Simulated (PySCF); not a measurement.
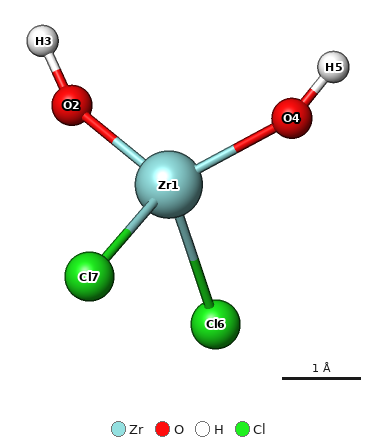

The input geometry (ball-and-stick view, seen at a tilt; atoms are numbered from 1 in the order of the input). Sticks mark near contacts.

## Run report: ZrH2Cl2O2, geometry relaxation

ZrH2Cl2O2 (Zr(OH)2Cl2), SMILES [OH][Zr]([OH])([Cl])[Cl], computed with PBE0-D3(BJ)/def2-SVP geometry optimisation, gas phase (PySCF 2.14.0).

It belongs to a series of runs on one base structure; here: two ligands: Cl to OH.

**What the program printed**
```
step   0  E = -1118.50070687  max force = 0.173909
step   1  E = -1118.52764502  max force = 0.024565
step   2  E = -1118.53067552  max force = 0.009261
step   3  E = -1118.53163330  max force = 0.007508
step   4  E = -1118.53237526  max force = 0.003070
step   5  E = -1118.53261669  max force = 0.002075
step   6  E = -1118.53299973  max force = 0.004541
step   7  E = -1118.53304773  max force = 0.001935
step   8  E = -1118.53305659  max force = 0.000826
step   9  E = -1118.53305845  max force = 0.001167
step  10  E = -1118.53306650  max force = 0.000525
step  11  E = -1118.53307031  max force = 0.000226
optimisation converged
```

**Trajectory as extended XYZ (Å, eV, eV/Å), 12 frames, from step=0 to step=11**
```
7
Properties=species:S:1:pos:R:3:forces:R:3 step=0 energy=-30435.95450
Zr   -0.2529   -0.0771   -0.2133   -0.5330   2.0137  -2.1256
O    -0.4254    0.1950    1.5972   -0.3738   0.2250   0.5458
H    -0.0802    0.1083    2.4524    0.5148  -0.0309   2.0561
O     1.4906   -0.1927   -0.9101   -7.6526  -0.8968  -0.5965
H     2.3344   -0.1229   -0.8416    8.9428   0.6657   0.4351
Cl   -1.3594    1.7286   -1.3087    0.2995  -0.0478   0.2263
Cl   -1.6152   -1.7413   -0.8445   -1.1977  -1.9288  -0.5411
7
Properties=species:S:1:pos:R:3:forces:R:3 step=1 energy=-30436.68752
Zr   -0.3115   -0.0315   -0.2684    0.3021   0.0482   0.5936
O    -0.4271    0.2087    1.6664    0.3509  -0.2468  -1.2632
H    -0.0964    0.1254    2.5639   -0.1123   0.0704  -0.0595
O     1.5053   -0.1997   -0.9404   -1.2562   0.0547   0.5781
H     2.4575   -0.1593   -0.8909    0.2317  -0.0034  -0.0969
Cl   -1.3441    1.8216   -1.3024    0.1732  -0.1000   0.1162
Cl   -1.6918   -1.8673   -0.8968    0.3106   0.1769   0.1317
7
Properties=species:S:1:pos:R:3:forces:R:3 step=2 energy=-30436.76999
Zr   -0.3237   -0.0222   -0.2698   -0.4656  -0.1514   0.0488
O    -0.4019    0.2097    1.6215    0.3253  -0.1114  -0.0096
H    -0.0749    0.1358    2.5221   -0.1583   0.0924  -0.0923
O     1.4541   -0.2013   -0.9102    0.4762   0.0021   0.1969
H     2.4169   -0.1713   -0.8751   -0.2939  -0.0321  -0.1521
Cl   -1.3213    1.8368   -1.2878   -0.0331   0.1951  -0.0716
Cl   -1.6573   -1.8895   -0.8692    0.1493   0.0053   0.0800
7
Properties=species:S:1:pos:R:3:forces:R:3 step=3 energy=-30436.79605
Zr   -0.3442   -0.0200   -0.2719   -0.2761   0.0125  -0.2980
O    -0.3802    0.2158    1.6056    0.2150  -0.0473   0.2210
H    -0.0655    0.1634    2.5097   -0.1143   0.0770   0.0056
O     1.4368   -0.2061   -0.8992    0.3861   0.0120   0.1373
H     2.3996   -0.1858   -0.8938   -0.2678  -0.0278  -0.1233
Cl   -1.3336    1.8608   -1.2935    0.0019   0.0223  -0.0069
Cl   -1.6210   -1.9301   -0.8254    0.0553  -0.0487   0.0644
7
Properties=species:S:1:pos:R:3:forces:R:3 step=4 energy=-30436.81624
Zr   -0.3769   -0.0164   -0.2792    0.0808   0.1115  -0.1579
O    -0.3295    0.2438    1.5897    0.0268   0.0226   0.1216
H    -0.0536    0.2487    2.5049   -0.0309   0.0407   0.1074
O     1.4027   -0.2141   -0.8966    0.1011   0.0335   0.0041
H     2.3584   -0.2170   -0.9700   -0.0494  -0.0282  -0.0671
Cl   -1.3709    1.8697   -1.3125   -0.0043  -0.1070   0.0203
Cl   -1.5384   -2.0167   -0.7048   -0.1242  -0.0729  -0.0285
7
Properties=species:S:1:pos:R:3:forces:R:3 step=5 energy=-30436.82281
Zr   -0.3679   -0.0213   -0.2712    0.1067   0.0575  -0.0439
O    -0.3218    0.2545    1.6008    0.0397  -0.0054   0.0047
H    -0.0623    0.2745    2.5213   -0.0397   0.0384   0.0600
O     1.4071   -0.2197   -0.9095   -0.0519   0.0301   0.0453
H     2.3590   -0.2278   -1.0089    0.0199  -0.0265  -0.0678
Cl   -1.3707    1.8526   -1.3097   -0.0078  -0.0800   0.0130
Cl   -1.5515   -2.0148   -0.6913   -0.0668  -0.0140  -0.0113
7
Properties=species:S:1:pos:R:3:forces:R:3 step=6 energy=-30436.83323
Zr   -0.3334   -0.0376   -0.2333    0.0389  -0.0684   0.1524
O    -0.2661    0.3097    1.6334    0.0444  -0.0512  -0.1107
H    -0.0932    0.4146    2.5698   -0.0358   0.0152  -0.0485
O     1.4070   -0.2510   -0.9581   -0.2335   0.0185   0.1103
H     2.3299   -0.2990   -1.1947    0.1644  -0.0256  -0.0728
Cl   -1.3817    1.7818   -1.2984   -0.0240   0.0345  -0.0152
Cl   -1.5707   -2.0204   -0.5872    0.0456   0.0770  -0.0154
7
Properties=species:S:1:pos:R:3:forces:R:3 step=7 energy=-30436.83454
Zr   -0.3247   -0.0402   -0.2216   -0.0170  -0.0306   0.0740
O    -0.2493    0.3198    1.6399    0.0331  -0.0438  -0.0483
H    -0.1053    0.4483    2.5778   -0.0222   0.0113  -0.0328
O     1.4049   -0.2600   -0.9652   -0.0995   0.0091   0.0726
H     2.3170   -0.3241   -1.2418    0.0834  -0.0188  -0.0447
Cl   -1.3842    1.7732   -1.2888   -0.0085   0.0247  -0.0068
Cl   -1.5665   -2.0190   -0.5688    0.0307   0.0481  -0.0140
7
Properties=species:S:1:pos:R:3:forces:R:3 step=8 energy=-30436.83478
Zr   -0.3194   -0.0393   -0.2129   -0.0235   0.0153  -0.0288
O    -0.2359    0.3226    1.6445    0.0122  -0.0279   0.0209
H    -0.1205    0.4687    2.5830   -0.0059   0.0107   0.0011
O     1.4040   -0.2678   -0.9647    0.0425   0.0000   0.0143
H     2.3057   -0.3501   -1.2753   -0.0232  -0.0060  -0.0001
Cl   -1.3817    1.7769   -1.2770    0.0038   0.0061  -0.0002
Cl   -1.5603   -2.0130   -0.5663   -0.0060   0.0018  -0.0073
7
Properties=species:S:1:pos:R:3:forces:R:3 step=9 energy=-30436.83483
Zr   -0.3182   -0.0369   -0.2120   -0.0150   0.0238  -0.0330
O    -0.2335    0.3197    1.6460    0.0015  -0.0225   0.0211
H    -0.1284    0.4686    2.5851   -0.0009   0.0100   0.0068
O     1.4056   -0.2705   -0.9608    0.0600   0.0000  -0.0022
H     2.3040   -0.3604   -1.2798   -0.0379  -0.0024   0.0089
Cl   -1.3760    1.7840   -1.2737    0.0054  -0.0005   0.0007
Cl   -1.5616   -2.0065   -0.5733   -0.0130  -0.0085  -0.0024
7
Properties=species:S:1:pos:R:3:forces:R:3 step=10 energy=-30436.83505
Zr   -0.3175   -0.0342   -0.2130    0.0026   0.0121  -0.0174
O    -0.2339    0.3162    1.6465   -0.0062  -0.0179   0.0087
H    -0.1354    0.4649    2.5865    0.0013   0.0086   0.0036
O     1.4085   -0.2719   -0.9563    0.0270   0.0045   0.0005
H     2.3048   -0.3669   -1.2786   -0.0195  -0.0028   0.0047
Cl   -1.3698    1.7904   -1.2735    0.0028  -0.0001  -0.0005
Cl   -1.5649   -2.0006   -0.5802   -0.0081  -0.0044   0.0005
7
Properties=species:S:1:pos:R:3:forces:R:3 step=11 energy=-30436.83515
Zr   -0.3157   -0.0314   -0.2144    0.0046   0.0014  -0.0002
O    -0.2361    0.3121    1.6470   -0.0111  -0.0116  -0.0002
H    -0.1457    0.4603    2.5879    0.0034   0.0071  -0.0020
O     1.4128   -0.2731   -0.9506    0.0006   0.0073   0.0006
H     2.3069   -0.3735   -1.2763    0.0014  -0.0035  -0.0006
Cl   -1.3615    1.7971   -1.2745    0.0009  -0.0007  -0.0002
Cl   -1.5688   -1.9935   -0.5877    0.0002   0.0000   0.0026
```

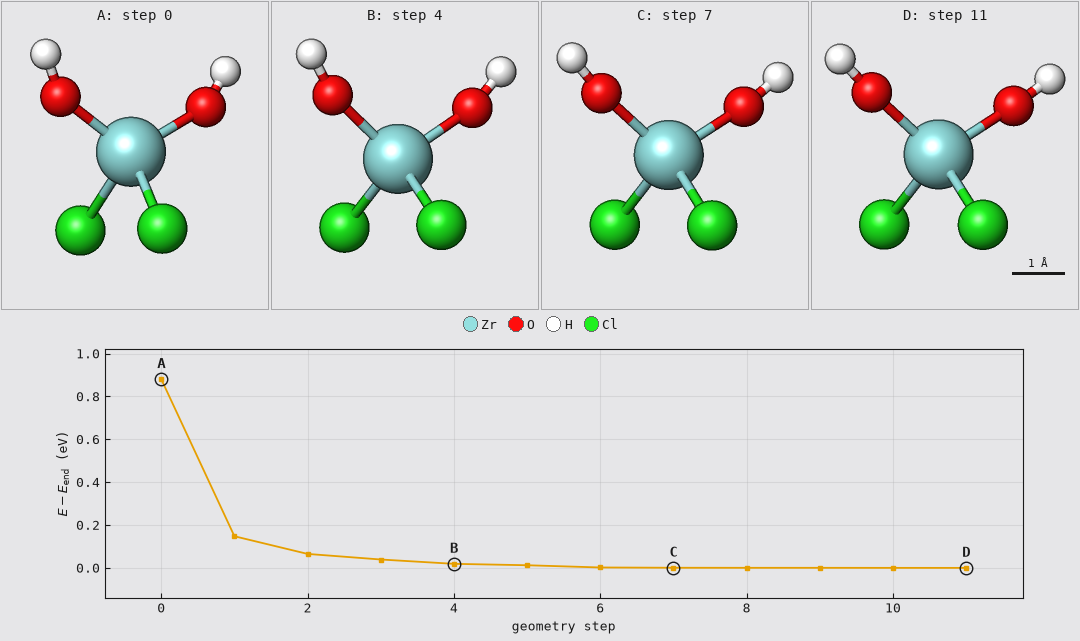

Frames of the relaxation (ball-and-stick view, seen at a tilt) above the curves, on which the letters mark them (steps are counted from 0).

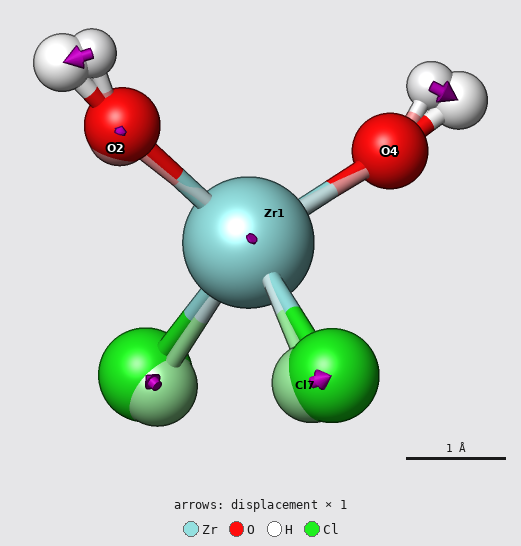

Start (faint) and end (solid) with the displacements as pink arrows, at true length (ball-and-stick view, seen at a tilt). The two geometries are laid on each other by the best rigid fit. After 11 geometry steps the energy has fallen by 0.881 eV. Largest force component: 8.9 eV/Å at the start, 0.012 eV/Å at the end. The largest moves after the best rigid fit, 0.32 Å, are those of H3 and H5. Largest moves by element: H 0.32 Å, Cl 0.25 Å, O 0.09 Å, Zr 0.08 Å. Among the contacts that change: Zr1–Cl7 2.241 → 2.358 Å, O4–H5 0.849 → 0.957 Å, Zr1–O2 1.839 → 1.894 Å, O2–H3 0.926 → 0.957 Å. Among the angles that change: Zr1–O2–H3 149.3° → 176.6°, Zr1–O4–H5 152.3° → 176.7°, Cl6–Zr1–Cl7 98.7° → 109.8°. (Atoms are counted from 1 in the order of the input.)

This output came from the following input.

**Input file**
```
{"job": {"xc": "PBE0", "basis": "def2-SVP", "d3": "d3bj", "grid": 1, "maxiter": 30, "shake": 0.03, "kind": "geom"}, "charge": 0, "multiplicity": 1}
Zr    -0.252920    -0.077130    -0.213340
O     -0.425350     0.195030     1.597230
H     -0.080230     0.108310     2.452370
O      1.490590    -0.192660    -0.910050
H      2.334390    -0.122910    -0.841580
Cl    -1.359430     1.728620    -1.308650
Cl    -1.615180    -1.741260    -0.844540
```

The first line tells a small driver script what to run in PySCF; the rest is the geometry in Å.

Launch command:
```bash
OMP_NUM_THREADS=1 python <driver script> task.json out
```

**Results in brief**

- outcome: converged
- total energy: −1118.533070 hartree
- dipole moment: 3.96 D
- point group: C2v
- hardware: 1 CPU thread, shared host
- wall time: 62 s
- peak memory: 0.42 GiB
